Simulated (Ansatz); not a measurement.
Stretching the Sn1–H2 bond in H4Sn (SMILES [SnH4]) (multiplicity 1 held, fragments rigid). Energies count from the point at 1.709 Å.
Geometry at that point (charge 0, multiplicity 1):
```xyz
5

Sn     0.00000     0.00000     0.00000
H      1.30166     0.69995    -0.85722
H      0.60242    -0.85906     1.34839
H     -1.05717     1.23097     0.53495
H     -0.84691    -1.07186    -1.02612
```

R- and RO- levels are restricted; in cc, def2 and unpolarised 6-31G sets they are followed outwards from rest. Unrestricted levels (U-) break spin symmetry where that is lower. Active spaces are followed from a long bond inwards. Curves can end on different states.

Frozen-core correlation. Filled d and f shells under p-block atoms count as core.

Programs: Ansatz (an electronic-structure program). Values without a source in brackets are computed. In def2 rows elements past Kr take small-core potentials, without spin–orbit coupling.

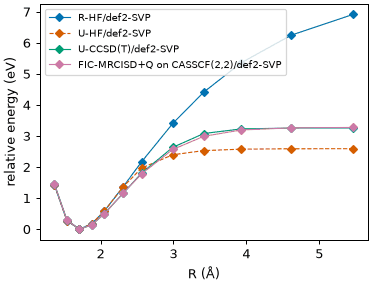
*Relative energy along the coordinate*

**Question.** Read off the U-HF/def2-SVP curve at R = 3.930.

**Answer.** about 2.6 eV

Doubts at one or more of the structures used: a restricted determinant that unrestricted orbitals would lower (R-HF/def2-SVP); a spin-contaminated determinant (U-HF/def2-SVP, U-CCSD(T)/def2-SVP); T1 above 0.05 (U-CCSD(T)/def2-SVP).
